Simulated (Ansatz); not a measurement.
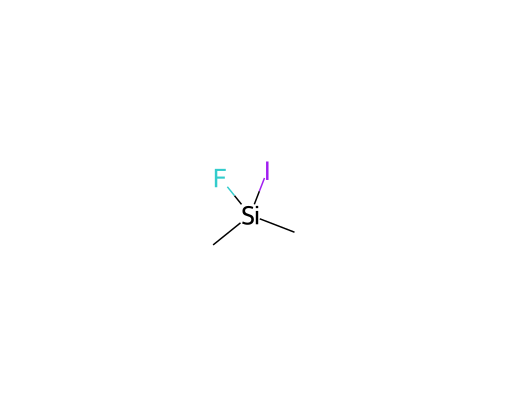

(Drawn from a calculation with Ansatz.)

Skeletal drawing of a molecule.

Transcribe the drawing into SMILES.

C[Si](C)(F)I

Give the formula, hydrogens included.

C2H6FISi.

An optimisation with PBE-D4/def2-SVP gave a structure of which point group?

Cs.
